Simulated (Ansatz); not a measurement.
# CH$_{5}$SeSi (SMILES C[SiH]=[SeH+]) (charge +1): what the fields show

```xyz
8

C    -1.8191    0.8867    0.1233
Se   -0.3679   -2.2420    1.0882
Si   -0.6496   -0.4872   -0.1757
H    -2.4134    0.7679    1.0403
H    -1.2476    1.8322    0.1731
H    -2.4957    0.9696   -0.7475
H     0.2316   -0.4964   -1.3635
H    -1.3896   -1.7984    2.0595
```

Geometry: r2SCAN-D4/def2-SVP.

Level of theory: isolated molecule in a Gaussian basis; Kohn-Sham density functional theory, functional PBE0 in Ansatz.

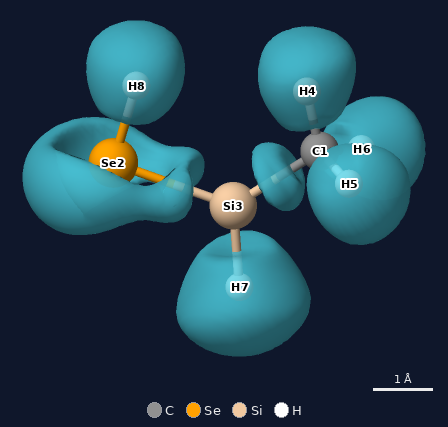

Figure 1. Isosurface of the electron localisation function at 0.8 (cyan), seen at a tilt. Core shells and regions of very low density are left out.

**Where are the electrons localised?**

The surface consists of one region between bonded C–Si atoms (shared pairs), five regions around hydrogen nuclei and one region on Se in which the atom's valence shell and bonds are merged. Along the contacts the grid gives the following. C–Si (1.83 Å): the ELF peaks at about 0.95 between the atoms; a shared electron pair. Si–Se (2.18 Å): the ELF peaks at about 0.85 between the atoms, as expected for a covalent bond.

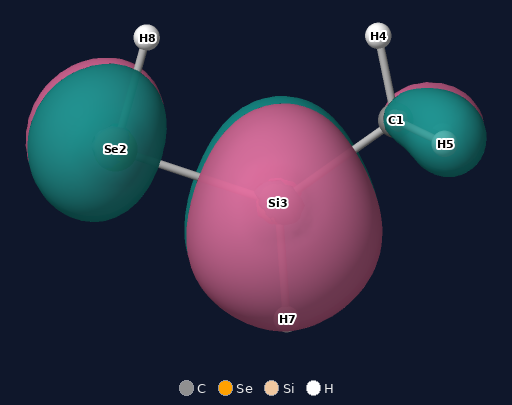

Figure 2. The LUMO at ±0.1 Å⁻³ᐟ² (teal and pink are the two phases), seen across its widest extent.

**Describe this orbital and give its energy.**

It lies mainly on Si3 (about 60 %) and Se2 (about 20 %). Its energy is −7.93 eV.

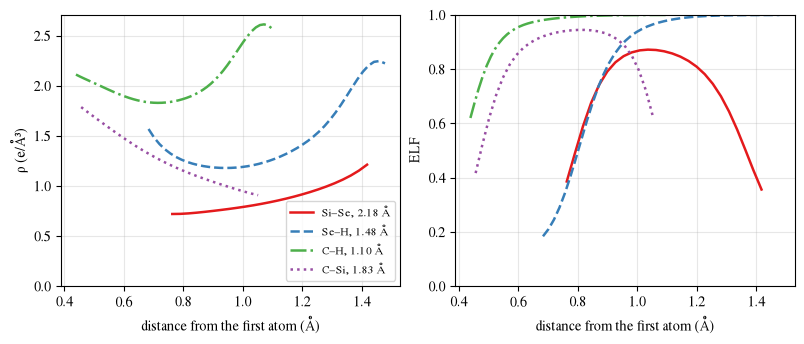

Figure 3. Electron density and ELF along straight lines between neighbouring atoms. The curves leave out the atomic cores.

**Compare the contacts.**

Si–Se (2.18 Å): ρ is about 0.84 e/Å³ halfway; the ELF peaks at about 0.85 between the atoms: localised, covalent bonding.
Se–H (1.48 Å): ρ at the midpoint is about 1.4 e/Å³; the ELF climbs to about 1 towards the hydrogen, as it does in any bond to H.
C–H (1.10 Å): ρ at the midpoint is about 2 e/Å³; the ELF climbs to about 1 towards the hydrogen (a covalent bond by its length).
C–Si (1.83 Å): the density is about 1 e/Å³ at the midpoint; the ELF peaks at about 0.95 between the atoms; localised, covalent bonding.

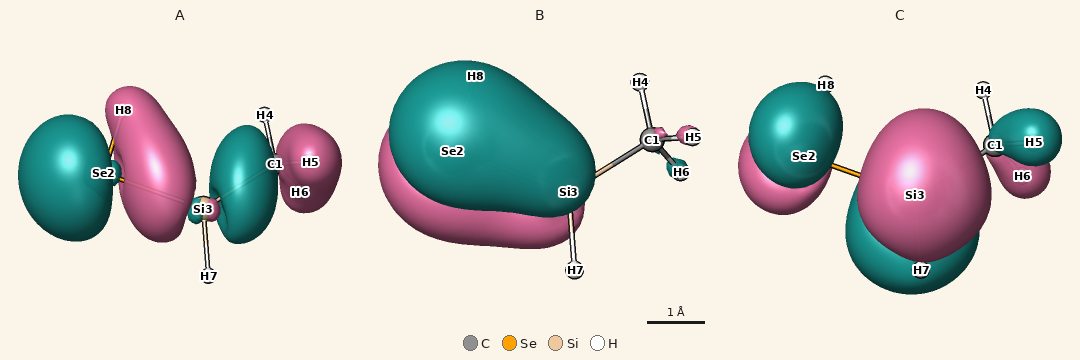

Figure 4. Three frontier orbitals at ±0.1 Å⁻³ᐟ² (teal and pink are the two phases), in no order.

**Order the three orbitals by energy and name them.**

A is the HOMO−1 (−14.87 eV). Its weight (Hirshfeld) is mainly on Se2 (about 55 %), Si3 (about 20 %) and C1 (about 15 %). B is the HOMO (−13.50 eV). By Hirshfeld shares it lies mainly on Se2 (about 75 %) and Si3 (about 20 %). C is the LUMO (−7.93 eV). By Hirshfeld shares it lies mainly on Si3 (about 60 %) and Se2 (about 20 %).

**What is the HOMO–LUMO gap?**

5.57 eV between the orbital energies.
